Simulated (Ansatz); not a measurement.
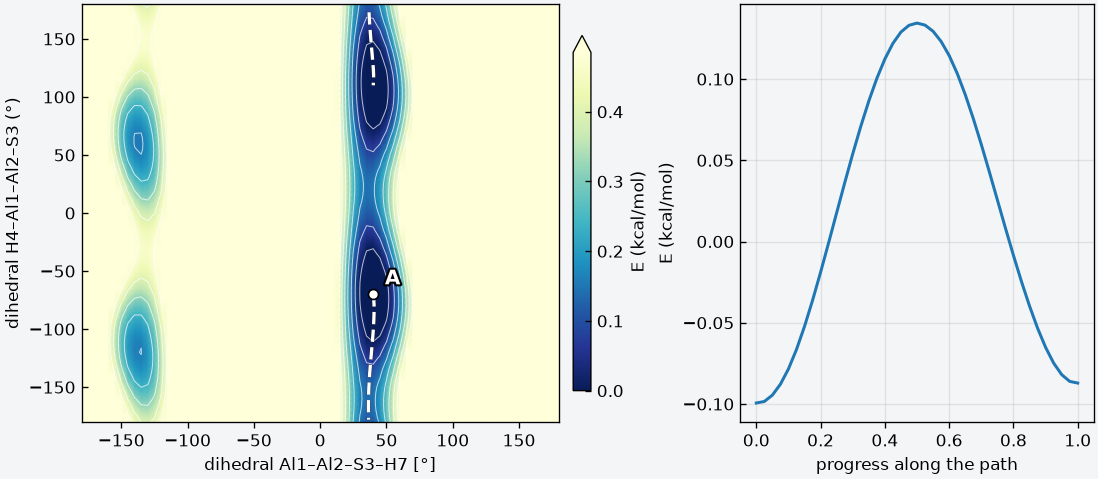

Al₂H₅S, SMILES [AlH2][AlH][SH2+], charge +1. 
- Coordinates scanned: (1) dihedral Al1–Al2–S3–H7; (2) dihedral H4–Al1–Al2–S3.
- Nothing is relaxed (all other coordinates rigid).
- Grid: 12 × 12 points.
- Points are written as (first, second).
- All energies are given in kcal/mol relative to the lowest grid point.
- Computed with RKS PBE-D4/def2-TZVP (Ansatz).

Drawn: a smooth colour map with a few white contour lines, a line along the lowest path, one colour for all values above the top of the scale, the energy along the path at the right, the start A. Between grid points the surface is interpolated.

> Describe the path and its barrier.

The easiest path leads from the well at about (40°, −70°) to the well at about (40°, 110°), about 0.012 kcal/mol higher (on a rigid scan; wells that are mirror images or exchange like atoms can differ by this much). Its highest point lies about 0.23 kcal/mol above the bottom of the first well on the interpolated surface, at about (35°, −160°). The start is the relaxed structure and all else is held, so a fully relaxed path at this level can only be lower.
